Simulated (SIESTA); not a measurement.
Band structure of the (100) slab of ZrB (cut from a parent of space group no. 225; 8 atoms in the cell).

```yaml
crystal:
  lattice:
    - [3.47376, 0.00000, 0.00000]
    - [-3.47376, 3.47376, 0.00000]
    - [0.00000, 0.00000, 23.36900]
  atoms:
    - { symbol: B, position: [0.00000, 0.00000, 0.44745] }
    - { symbol: B, position: [0.00000, 0.50000, 0.34233] }
    - { symbol: B, position: [0.00000, 0.00000, 0.65767] }
    - { symbol: B, position: [0.00000, 0.50000, 0.55256] }
    - { symbol: Zr, position: [0.00000, 0.00000, 0.34233] }
    - { symbol: Zr, position: [0.00000, 0.50000, 0.44745] }
    - { symbol: Zr, position: [0.00000, 0.00000, 0.55256] }
    - { symbol: Zr, position: [0.00000, 0.50000, 0.65767] }
```

Method: GGA PBE, numerical atomic orbitals TZP, PseudoDojo PBE standard norm-conserving potentials (rewritten from UPF to PSML) in SIESTA 5.4.2.

Settings: XC.functional = GGA; XC.authors = PBE; potentials = PseudoDojo PBE standard; PAO.BasisSize = TZP; PAO.EnergyShift = 0.01 Ry; MeshCutoff = 400 Ry; kgrid.MonkhorstPack = 7 7 1; OccupationFunction = MP; OccupationMPOrder = 0; ElectronicTemperature = 0.2 eV; MaxSCFIterations = 150; SCF.Mixer.Method = Pulay; SCF.Mixer.Weight = 0.2; SCF.Mixer.History = 8.

The starting cell comes from a database of computed structures (which also holds hypothetical and non-ambient phases and stackings), without a prior relaxation at this level. The slab is cut from that crystal, and its faces are unrelaxed. Spin polarisation is off, though cut faces can carry moments; the slab shows no gap. Values carry the incompleteness of an atom-centred basis.

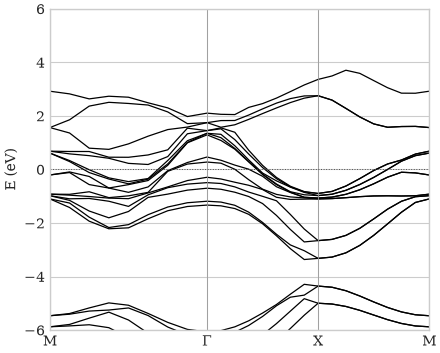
Figure: Bands along the path, energies from the Fermi level.

Levels in eV from the Fermi level, bands 27 to 32:
```json
[
 {"point": "M", "27": "-0.21", "28": "-0.21", "29": "0.61", "30": "0.61", "31": "0.68", "32": "0.68"},
 {"point": "Γ", "27": "0.46", "28": "1.29", "29": "1.35", "30": "1.35", "31": "1.45", "32": "1.45"},
 {"point": "X", "27": "-1.07", "28": "-1.07", "29": "-0.98", "30": "-0.98", "31": "-0.90", "32": "-0.90"}
]
```

Bands cross the Fermi level along this path, so the cell is metallic at this level.

Higher empty bands are left out: an atom-centred basis made for the valence describes them poorly.
